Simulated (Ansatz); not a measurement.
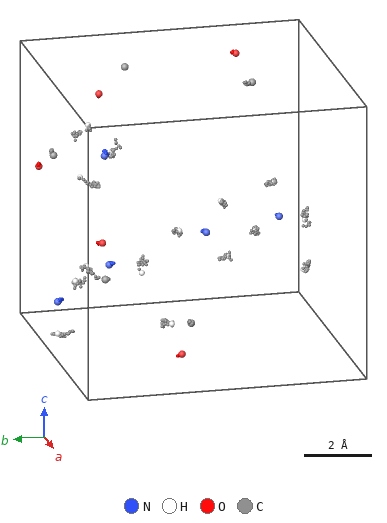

Molecular dynamics of a periodic cell with 5 NH3 + 5 CO at 0.593 g/cm³, 100 fs long. It starts from the last geometry of an earlier run, with fresh velocities. Dots mark each atom's position at evenly spaced times, in the colour of its element; spheres stand at the starting positions. Seen from a free direction in the simulation cell.

All numbers below come from Ansatz 0.2.0, DFT LDA, scalar-relativistic, plane waves, PAW. Run with plane-wave cutoff 420 eV; k-point mesh 1 × 1 × 1; Fermi-Dirac smearing 0.05 eV; low-accuracy preset; Langevin thermostat (NVT); set temperature 700 K; time step 0.5 fs; friction 1 per fs.

> What do the traces tell about the motion?

Root-mean-square distances from the starting positions over the second half, with the common drift of all atoms taken out: H 0.31 Å, C 0.13 Å, N 0.12 Å, O 0.10 Å. The heavy atoms stay within a fraction of a molecule's size of their starting places; so short a run doesn't tell a liquid from a solid. The friction is so strong that the slow modes are overdamped, and the motion no longer resembles free dynamics.

Limits of the set-up: the program's low-accuracy preset was used.
